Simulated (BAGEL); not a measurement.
**BCl2 (SMILES Cl[B]Cl) at UHF/3-21G (density fitting with qzvpp-jkfit)**

What is the energy change on altering one bond length of BCl2 at UHF/3-21G (density fitting with qzvpp-jkfit)? 

The calculation is run with BAGEL 1.2.2.

3 further runs of the same task are left out: 3 set aside as unsound or not needed. Runs told in other sessions of the task aren't counted.

**1. The molecule**

The species is BCl2 (3 atoms), meant as a doublet with charge 0. SMILES: `Cl[B]Cl`. Geometry: relaxed at PBE0-D4/def2-TZVP.

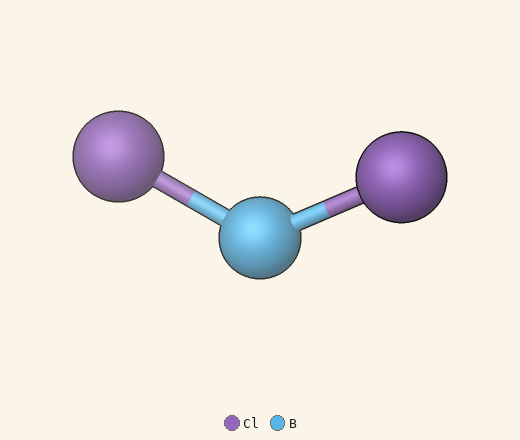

Viewed from a chosen angle; chlorine purple, boron blue.

**2. A single-point energy at UHF/3-21G (density fitting with qzvpp-jkfit)**

input.json reads:

```json
{ "bagel": [

{
  "title": "molecule",
  "basis": "3-21g",
  "df_basis": "qzvpp-jkfit",
  "angstrom": "true",
  "geometry": [
    { "atom": "Cl", "xyz": [       0.371500,      -1.525600,       0.030000 ] },
    { "atom": "B", "xyz": [      -0.463900,      -0.050300,      -0.256900 ] },
    { "atom": "Cl", "xyz": [       0.081500,       1.511100,       0.213700 ] }
  ]
},

{ "title": "uhf", "charge": 0, "nopen": 1 },

{ "title": "print", "file": "orbitals.molden", "orbitals": "true" }

]}
```

Command:

```console
$ BAGEL_NUM_THREADS=1 BAGEL input.json > input.out
```

The log of the run:

```text
* using 1 threads per process

  ===============================================================
  ===============================================================

  *** Geometry ***

  { "atom" : "Cl", "xyz" : [      0.702033,     -2.882966,      0.056692 ] },
  { "atom" : "B", "xyz" : [     -0.876644,     -0.095053,     -0.485471 ] },
  { "atom" : "Cl", "xyz" : [      0.154013,      2.855565,      0.403834 ] },

  Number of auxiliary basis functions:      331

  Since a DF basis is specified, we compute 2- and 3-index integrals:
    o Being stored without compression. Storage requirement is 0.003 GB

  Number of basis functions:       35
  Number of electrons      :       39

    * METHOD: MOLECULE                             0.10

  *** Open-shell HF ***

  === Nuclear Repulsion ===
   102.3590784618

      * DIIS with orbital gradients will be used.

  === UHF iteration (3-21g) ===
      0       -939.06530244          0.02913111           0.03
      1       -939.12047060          0.01356414           0.03
      2       -939.13129120          0.00532694           0.03
      3       -939.13363579          0.00165097           0.03
      4       -939.13452889          0.00022945           0.03
      5       -939.13458470          0.00008309           0.03
      6       -939.13459984          0.00002021           0.03
      7       -939.13460200          0.00000935           0.03
      8       -939.13460269          0.00000294           0.03
      9       -939.13460272          0.00000084           0.03
     10       -939.13460272          0.00000022           0.03
     11       -939.13460272          0.00000008           0.03
     12       -939.13460272          0.00000002           0.03
     13       -939.13460272          0.00000001           0.03
    * SCF iteration converged.

    * S^2 (UHF) is 0.7544

    * Permanent dipole moment:
           (    0.185423,     0.011661,     0.101733) a.u.

    * METHOD: UHF                                  0.52

    * METHOD: PRINT                                0.00

  ===============================================================
```

Wall time 0.76 s (1 thread of Arm Neoverse N1, shared host).

**3. The distorted shape, same level**

input.json reads:

```json
{ "bagel": [

{
  "title": "molecule",
  "basis": "3-21g",
  "df_basis": "qzvpp-jkfit",
  "angstrom": true,
  "geometry": [
    { "atom": "Cl", "xyz": [       0.098814,      -2.306260,      -0.205288 ] },
    { "atom": "B", "xyz": [      -0.736586,      -0.830960,      -0.492188 ] },
    { "atom": "Cl", "xyz": [       0.081500,       1.511100,       0.213700 ] }
  ]
},

{
  "title": "uhf",
  "nopen": 1
},

{
  "title": "print",
  "file": "orbitals.molden",
  "orbitals": true
}

]}
```

Command:

```console
$ BAGEL_NUM_THREADS=1 BAGEL input.json > input.out
```

The log of the run:

```text
* using 1 threads per process

  ===============================================================
  ===============================================================

  *** Geometry ***

  { "atom" : "Cl", "xyz" : [      0.186731,     -4.358200,     -0.387938 ] },
  { "atom" : "B", "xyz" : [     -1.391946,     -1.570287,     -0.930101 ] },
  { "atom" : "Cl", "xyz" : [      0.154013,      2.855565,      0.403834 ] },

  Number of auxiliary basis functions:      331

  Since a DF basis is specified, we compute 2- and 3-index integrals:
    o Being stored without compression. Storage requirement is 0.003 GB

  Number of basis functions:       35
  Number of electrons      :       39

    * METHOD: MOLECULE                             0.10

  *** Open-shell HF ***

  === Nuclear Repulsion ===
    83.4202538729

      * DIIS with orbital gradients will be used.

  === UHF iteration (3-21g) ===
      0       -938.93091772          0.03654159           0.03
      1       -939.01914982          0.02477334           0.03
      2       -939.05054259          0.01211334           0.03
      3       -939.06241812          0.00228407           0.03
      4       -939.06647826          0.00139166           0.03
      5       -939.06834492          0.00117249           0.03
      6       -939.07043612          0.00083705           0.03
      7       -939.07146552          0.00034837           0.03
      8       -939.07154947          0.00013762           0.03
      9       -939.07157350          0.00007229           0.03
     10       -939.07157814          0.00004507           0.03
     11       -939.07157968          0.00002356           0.03
     12       -939.07158007          0.00001554           0.03
     13       -939.07158025          0.00001052           0.03
     14       -939.07158036          0.00000650           0.03
     15       -939.07158042          0.00000336           0.03
     16       -939.07158044          0.00000144           0.03
     17       -939.07158044          0.00000070           0.03
     18       -939.07158044          0.00000044           0.03
     19       -939.07158044          0.00000028           0.03
     20       -939.07158044          0.00000016           0.03
     21       -939.07158044          0.00000009           0.03
     22       -939.07158044          0.00000007           0.03
     23       -939.07158044          0.00000006           0.03
     24       -939.07158044          0.00000004           0.03
     25       -939.07158044          0.00000002           0.03
     26       -939.07158044          0.00000001           0.03
     27       -939.07158044          0.00000001           0.03
    * SCF iteration converged.

    * S^2 (UHF) is 0.9316

    * Permanent dipole moment:
           (    0.324391,     0.888455,     0.275387) a.u.

    * METHOD: UHF                                  0.98

    * METHOD: PRINT                                0.01

  ===============================================================
```

Run time: 1.2 s. Hardware: 1 thread of Arm Neoverse N1, shared host.

**4. Summary of results**

Level: UHF/3-21G (density fitting with qzvpp-jkfit).

```
                                                          quantity          value
                                         first shape: total energy  -939.13460 Eh
                                        first shape: dipole moment         0.54 D
                                                 first shape: ⟨S²⟩          0.754
                                     distorted shape: total energy  -939.07158 Eh
                                    distorted shape: dipole moment         2.50 D
                                             distorted shape: ⟨S²⟩          0.932
energy change with the B2–Cl3 bond stretched from 1.720 to 2.579 Å       1.715 eV
```

With the B2–Cl3 bond stretched from 1.720 to 2.579 Å the energy rises by 1.71 eV (40 kcal/mol). The first shape isn't relaxed at this level, so the change isn't measured from a minimum. ⟨S²⟩ (distorted shape) is 0.93 where a pure doublet has 0.75: the reference is spin-contaminated.
